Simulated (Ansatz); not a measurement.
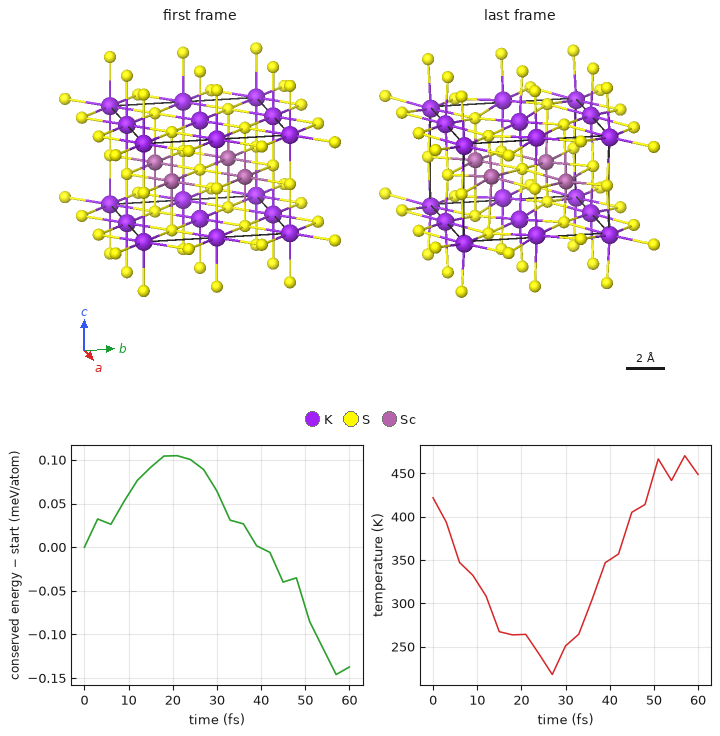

First-principles dynamics of a 16-atom cell of KScS2, 60 fs long. Style: ball-and-stick. Shown: the simulation cell, slightly off an axis. Bonds to atoms that aren't drawn are left out.

Theory: DFT, PBEsol, plane waves, PAW in Ansatz 0.2.0. Settings: plane-wave cutoff 420 eV; k-point mesh 2 × 2 × 2; Fermi-Dirac smearing 0.039 eV; Langevin thermostat and barostat (NPT); set temperature 450 K; time step 3 fs.

Question: Check the integration.

Answer: The conserved quantity stays between −0.15 and 0.1 meV per atom of its start. A straight-line fit has a slope that amounts to −0.19 meV per atom over 60 fs (0.4 % of the mean kinetic energy), and the ripple about it is 0.5 % of the kinetic energy's fluctuation. With a drift under 2 % and a ripple under 7 %, the integration is accurate. Over the second half the temperature averages 379 K (spread ±76 K). The potential energy is still drifting at the end, so the run hasn't reached equilibrium. The potential energy in the second half lies on average 8.8 meV per atom below the first frame. The mean pressure there is 1.4 GPa. The volume ends −1.9 % from the start.
